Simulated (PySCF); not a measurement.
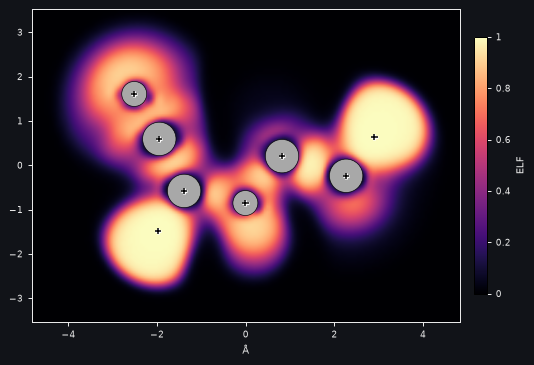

The ELF on a plane through atoms (crosses mark nuclei in the plane; grey discs cover the cores).

Computed with PySCF 2.14.0, PBE0/pcSseg-1, SCF density, gas phase, non-relativistic.

Candidates:
A. C5H14Si3
B. C4H4F2O2 (SMILES CC(F)(F)OC=C=O)
C. C4H10Cl2SSi2

Question: Which system is this?

Answer: Candidate B: C4H4F2O2 on the plane of atoms O5, C6 and C7, which holds C, O and H. C–O (1.16 Å): the ELF peaks at about 0.85 between the atoms: a multiple bond. C–C (1.30 Å): the ELF peaks at about 0.90 between the atoms (a short, multiple covalent bond).
